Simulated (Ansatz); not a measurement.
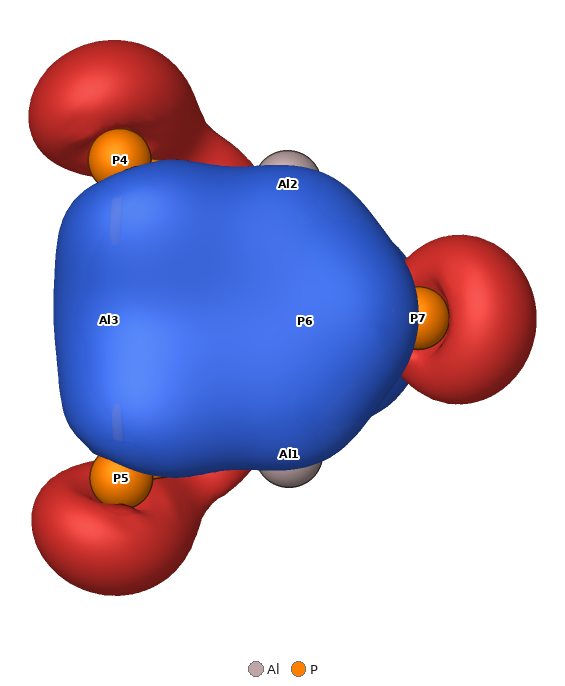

Figure. Al$_{3}$P$_{4}$ (charge −1, quintet). The HOMO−1 (β) at ±0.08 Å⁻³ᐟ² (red and blue are the two phases), seen at a tilt.

Geometry: r2SCAN-D4/def2-SVPD.

Method: UKS PBE0-D4/def2-TZVPD (Ansatz 0.2.0).

```yaml
atoms:
  - { symbol: Al, position_ang: [-1.3340, -0.5103, -1.0855] }
  - { symbol: Al, position_ang: [0.5231, 1.5053, 0.8216] }
  - { symbol: Al, position_ang: [0.7917, -1.3042, 0.6075] }
  - { symbol: P, position_ang: [2.4992, 0.3967, 0.6014] }
  - { symbol: P, position_ang: [0.3068, -1.9831, -1.6537] }
  - { symbol: P, position_ang: [-1.4281, 0.1485, 1.2328] }
  - { symbol: P, position_ang: [-1.3586, 1.7471, -0.5241] }
```

> Where does this orbital lie, and at what energy?

It lies mainly on P6 (about 25 %), P4 (about 15 %), P5 (about 15 %), P7 (about 15 %), Al3 (about 10 %), Al2 (about 10 %) and Al1 (about 10 %). Its energy is −2.40 eV.
